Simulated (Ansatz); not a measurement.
# C2H3FO (SMILES CC(=O)F) at revPBE/aug-cc-pVDZ

What is the electronic atomisation energy of C2H3FO at revPBE/aug-cc-pVDZ? 

The results are computed with Ansatz 0.2.0.

50 further runs of the same task are left out: 50 set aside as unsound or not needed.

**1. Starting point**

C2H3FO has 7 atoms, charge 0, and is taken as a singlet. SMILES: `CC(=O)F`. The coordinates come from a PBE0-D4/def2-TZVP relaxation.

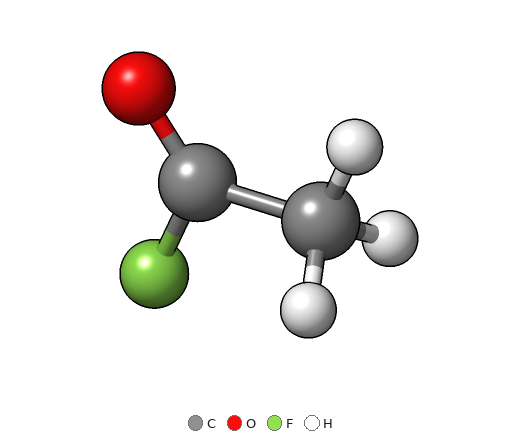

The structure, seen from a chosen angle (carbon grey, oxygen red, fluorine green, hydrogen white).

**2. The energy at revPBE/aug-cc-pVDZ**

File input.yaml:

```yaml
crystal:
  periodic: [false, false, false]
  atoms:
    - {symbol: C, position_ang: [0.485310, 0.015050, 0.443640]}
    - {symbol: C, position_ang: [-0.694890, -0.034350, -0.460580]}
    - {symbol: O, position_ang: [-1.835410, -0.165690, -0.191770]}
    - {symbol: F, position_ang: [-0.310690, 0.097630, -1.749400]}
    - {symbol: H, position_ang: [0.165320, -0.091900, 1.476660]}
    - {symbol: H, position_ang: [1.180650, -0.783140, 0.176830]}
    - {symbol: H, position_ang: [1.009710, 0.962410, 0.304610]}
basis:
  gaussian:
    orbitals: aug-cc-pVDZ
hamiltonian:
  xc: {name: revPBE}
accuracy: high
output: {orbitals: {seedname: orbitals}}
```

On the command line:

```bash
$ ansatz run input.yaml --threads 1 --pin off --max-ram 3480MiB --events-out events.jsonl --progress --plain --runs-dir runs
```

Standard output:

```text
Warning: RAYON_NUM_THREADS=1 ignored (pool sized by the plan → 1); use --threads N
Functional definition: revPBE
  name "revPBE"
  parameter kappa = 1.245
  parameter beta = 0.06672455060314922
  exchange = pbe_x(kappa = kappa, mu = beta*pi^2/3)
  correlation = pbe_c(beta = beta)
2380 factors; integrals over basis functions are off by at most 3.1e-9 eV
mean field evaluation 1: about -6877.2549 eV, gradient 6.5e1 eV
mean field evaluation 2: about -6857.5697 eV, gradient 1.1e2 eV
mean field evaluation 4: about -6885.9851 eV, gradient 5.3e0 eV
mean field evaluation 8: about -6886.0375 eV, gradient 8.7e-1 eV
mean field evaluation 16: about -6886.0389 eV, gradient 3.5e-5 eV
mean field -6886.03887693 eV, -253.0572612025 hartree, gradient 7.7e-8 eV, S^2 0.000000; 0 other end points of the search recorded, 0 dependent functions left out
reference -6886.03888553 eV, -253.0572615185 hartree; 16, 16 occupied and 103, 103 virtual orbitals, 2380 factors
Total energy: -6886.03888553 eV, -253.0572615185 hartree
```

Wall time 9 s (1 thread of Arm Neoverse V1, shared host); peak memory 0.34 GiB.

**3. The C atom, same level**

File input.yaml:

```yaml
crystal:
  periodic: [false, false, false]
  atoms:
    - {symbol: C, position_ang: [0.000000, 0.000000, 0.000000]}
basis:
  gaussian: {orbitals: aug-cc-pVDZ}
magnetization: {spin_polarized: true, initial_magnetization: 2}
hamiltonian: {xc: {name: revPBE}}
accuracy: high
```

Run the same way, it converges to -37.84106 Eh (log not shown).

**4. The F atom, same level**

File input.yaml:

```yaml
crystal:
  periodic: [false, false, false]
  atoms:
    - {symbol: F, position_ang: [0.000000, 0.000000, 0.000000]}
basis:
  gaussian: {orbitals: aug-cc-pVDZ}
hamiltonian: {xc: {name: revPBE}}
accuracy: high
magnetization: {spin_polarized: true, initial_magnetization: 1}
```

On the command line:

```bash
$ ansatz run input.yaml --threads 1 --pin off --max-ram 3480MiB --events-out events.jsonl --progress --plain --runs-dir runs
```

Standard output:

```text
Warning: RAYON_NUM_THREADS=1 ignored (pool sized by the plan → 1); use --threads N
[... 6 set-up lines as earlier in the session ...]
199 factors; integrals over basis functions are off by at most 2.8e-9 eV
mean field evaluation 1: about -2713.0245 eV, gradient 5.7e0 eV
mean field evaluation 2: about -2713.0468 eV, gradient 4.9e0 eV
mean field evaluation 4: about -2713.1218 eV, gradient 9.1e-3 eV
mean field evaluation 8: about -2713.1216 eV, gradient 1.4e-4 eV
mean field evaluation 16: about -2713.1210 eV, gradient 1.7e-1 eV
mean field evaluation 32: about -2713.1216 eV, gradient 7.9e-9 eV
mean field -2713.12160382 eV, -99.7053799204 hartree, gradient 2.9e-9 eV, S^2 0.751353; 5 other end points of the search recorded, 0 dependent functions left out
reference -2713.12160668 eV, -99.7053800258 hartree; 5, 4 occupied and 18, 19 virtual orbitals, 199 factors
Total energy: -2713.12160668 eV, -99.7053800258 hartree
```

It took 0.97 s on 1 thread of Arm Neoverse V1, shared host.

**5. The H atom at the same level**

File job.yaml:

```yaml
basis:
  gaussian:
    orbitals: aug-cc-pVDZ
crystal:
  periodic: [false, false, false]
  atoms:
    - symbol: H
      position_ang: [0.000000, 0.000000, 0.000000]
magnetization:
  spin_polarized: true
  initial_magnetization: 1
hamiltonian:
  xc: {name: revPBE}
accuracy: high
```

On the command line:

```bash
$ ansatz run job.yaml --threads 1 --pin off --max-ram 3480MiB --events-out events.jsonl --progress --plain --runs-dir runs
```

Standard output:

```text
Warning: RAYON_NUM_THREADS=1 ignored (pool sized by the plan → 1); use --threads N
[... 6 set-up lines as earlier in the session ...]
42 factors; integrals over basis functions are off by at most 4.4e-8 eV
mean field evaluation 1: about -13.7035 eV, gradient 6.2e-1 eV
mean field evaluation 2: about -13.7100 eV, gradient 1.1e-1 eV
mean field evaluation 4: about -13.7089 eV, gradient 7.8e-4 eV
mean field evaluation 8: about -13.7089 eV, gradient 5.8e-9 eV
mean field -13.70891630 eV, -0.5037933817 hartree, gradient 4.2e-8 eV, S^2 0.750000; 0 other end points of the search recorded, 0 dependent functions left out
reference -13.70892273 eV, -0.5037936180 hartree; 1, 0 occupied and 8, 9 virtual orbitals, 42 factors
Total energy: -13.70892273 eV, -0.5037936180 hartree
```

It took 0.16 s on 1 thread of Arm Neoverse V1, shared host.

**6. The O atom, same level**

File input.yaml:

```yaml
crystal:
  periodic: [false, false, false]
  atoms:
    - {symbol: O, position_ang: [0.000000, 0.000000, 0.000000]}
basis:
  gaussian:
    orbitals: aug-cc-pVDZ
magnetization:
  spin_polarized: true
  initial_magnetization: 2
hamiltonian:
  xc: {name: revPBE}
accuracy: high
```

On the command line:

```bash
$ ansatz run input.yaml --threads 1 --pin off --max-ram 3480MiB --events-out events.jsonl --progress --plain --runs-dir runs
```

Standard output:

```text
Warning: RAYON_NUM_THREADS=1 ignored (pool sized by the plan → 1); use --threads N
[... 6 set-up lines as earlier in the session ...]
200 factors; integrals over basis functions are off by at most 2.1e-9 eV
mean field evaluation 1: about -2042.0453 eV, gradient 8.0e0 eV
mean field evaluation 2: about -2042.0209 eV, gradient 8.2e0 eV
mean field evaluation 4: about -2042.2971 eV, gradient 1.1e-2 eV
mean field evaluation 8: about -2042.2969 eV, gradient 2.6e-4 eV
mean field evaluation 16: about -2042.2958 eV, gradient 1.8e-1 eV
mean field evaluation 32: about -2042.2969 eV, gradient 9.5e-4 eV
mean field -2042.29693247 eV, -75.0530279496 hartree, gradient 1.5e-8 eV, S^2 2.003186; 2 other end points of the search recorded, 0 dependent functions left out
reference -2042.29693564 eV, -75.0530280662 hartree; 5, 3 occupied and 18, 20 virtual orbitals, 200 factors
Total energy: -2042.29693564 eV, -75.0530280662 hartree
```

Wall time 0.62 s (1 thread of Arm Neoverse V1, shared host).

**7. Results**

Level: revPBE/aug-cc-pVDZ.

| quantity | value |
| --- | --- |
| molecule: total energy | -253.05726 Eh |
| molecule: HOMO energy | -7.24 eV |
| molecule: LUMO energy | -1.56 eV |
| molecule: HOMO–LUMO gap | 5.68 eV |
| C atom: total energy | -37.84106 Eh |
| C atom: ⟨S²⟩ | 2.003 |
| F atom: total energy | -99.70538 Eh |
| F atom: ⟨S²⟩ | 0.751 |
| H atom: total energy | -0.50379 Eh |
| H atom: ⟨S²⟩ | 0.750 |
| O atom: total energy | -75.05303 Eh |
| O atom: ⟨S²⟩ | 2.003 |
| electronic atomisation energy | 30.078 eV |

Taking the molecule apart into free atoms costs 30.08 eV (694 kcal/mol), before zero-point energy and without spin-orbit coupling.
